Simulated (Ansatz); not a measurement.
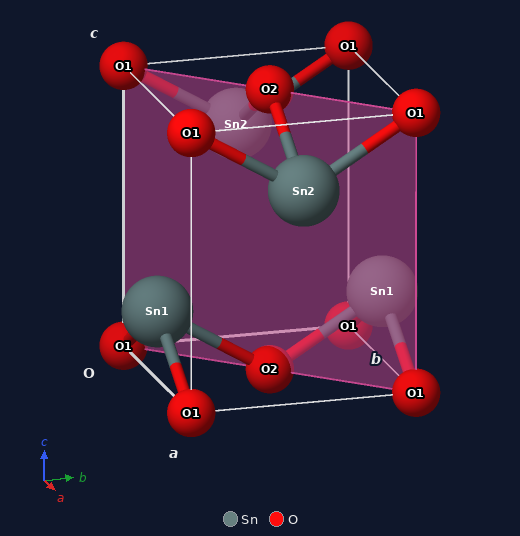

Crystal: SnO, the end point of a relaxation with Ansatz 0.2.0, DFT PBEsol, scalar-relativistic, plane waves, PAW. The shaded plane is a symmetry element of the crystal. Geometry calculated from the standardised cell; symmetry tolerance 0.002 Å.

a = 3.805 Å, b = 3.805 Å, c = 4.752 Å, α = 90.00°, β = 90.00°, γ = 90.00°.

```tsv
atom	x	y	z
Sn1	0.5000	0.0000	0.2425
Sn2	0.0000	0.5000	0.7575
O1	0.0000	0.0000	0.0000
O2	0.5000	0.5000	0.0000
```

Question: Is it a mirror or a glide plane, and what is the operation?

Answer: It is a glide plane with glide vector (1/2, 1/2, 0), parallel to (1 −1 0), through (1/2, 1/2, 1/2): x, y, z → y+1/2, x+1/2, z.

Question: Onto which atom does it carry each atom (up to whole multiples of a, b and c)?

Answer: Sn1 → Sn1, Sn2 → Sn2, O1 → O2, O2 → O1.

Question: What is the crystal's space group?

Answer: P4/nmm (No. 129, origin choice 1).
